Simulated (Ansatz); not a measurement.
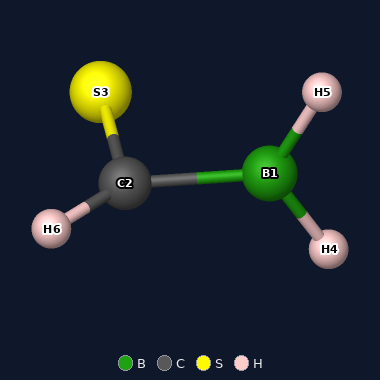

The system is CH₃BS, SMILES BC=S; the picture shows the reference structure. First axis: bond length B1–C2. Second axis: angle S3–C2–B1. Nothing is relaxed (all other coordinates rigid). The scan uses a 13 × 13 grid. Points are written as (first, second). Energies: kcal/mol, counted from the lowest grid point. Method: RKS B3LYP-D4/def2-TZVP in Ansatz.

Its coordinates:

```xyz
6

B    -0.5908   -0.2129   -0.3997
C     0.6363    0.4490    0.2193
S     0.7967   -0.6328    1.4235
H    -0.4477   -1.0325   -1.2517
H    -1.6780    0.1236   -0.0493
H     1.2835    1.3056    0.0579
```

Range: bond length B1–C2 from 1.281 to 1.983 Å; angle S3–C2–B1 from 60.2 to 130.2°.

Question: What landscape does the calculation give?

Answer: The lowest grid point is at (1.515 Å, 95.2°). No other kind of well shows on this grid. The highest grid point, (1.281 Å, 60.2°), lies 140.9 kcal/mol above the lowest. Round the minimum the two coordinates are weakly coupled (coupling 0.10 in units of the two stiffnesses).

```csv
"angle S3–C2–B1 ↓, bond length B1–C2 →",1.281,1.340,1.398,1.457,1.515,1.574,1.632,1.691,1.749,1.808,1.866,1.925,1.983
130.2,45.6,32.7,24.9,20.8,19.5,20.2,22.5,26.0,30.2,35.0,40.0,45.3,50.6
124.4,40.7,27.5,19.5,15.2,13.8,14.4,16.6,20.0,24.2,28.9,33.9,39.3,44.5
118.6,36.1,22.8,14.8,10.4,8.9,9.6,11.8,15.2,19.3,24.1,29.2,34.5,39.8
112.7,32.3,19.0,10.9,6.5,5.0,5.7,7.9,11.4,15.6,20.4,25.6,31.0,36.4
106.9,29.5,16.2,8.1,3.7,2.3,3.0,5.3,8.8,13.0,18.0,23.2,28.8,34.3
101.1,28.0,14.6,6.5,2.0,0.6,1.3,3.6,7.1,11.5,16.5,21.8,27.4,33.1
95.2,28.0,14.4,6.1,1.6,0.0,0.6,2.9,6.4,10.7,15.8,21.1,26.9,32.6
89.4,30.1,16.1,7.5,2.6,0.7,1.1,3.2,6.5,10.8,15.7,21.1,26.8,32.6
83.6,35.2,20.5,11.1,5.6,3.2,3.1,4.7,7.7,11.6,16.3,21.5,27.1,32.8
77.7,45.1,29.1,18.6,11.9,8.5,7.4,8.2,10.4,13.7,17.8,22.5,27.7,33.1
71.9,62.2,44.2,31.8,23.3,18.2,15.5,14.9,15.7,17.8,20.9,24.7,29.1,33.9
66.1,91.3,70.4,55.0,43.6,35.8,30.5,27.4,26.1,26.2,27.5,29.7,32.7,36.2
60.2,140.9,115.6,95.8,80.0,67.9,58.5,51.6,46.6,43.4,41.5,40.9,41.4,42.7
```

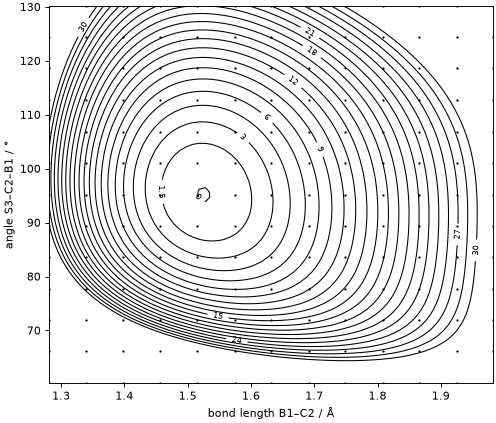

The picture shows contour lines labelled in kcal/mol (none above 30), dots at the grid points. Between grid points the surface is interpolated.

Time for the 169 points that were run: 9 min on 1 thread of Intel(R) Xeon(R) Platinum 8259CL CPU @ 2.50GHz (Skylake/Cascade Lake), on a shared host.
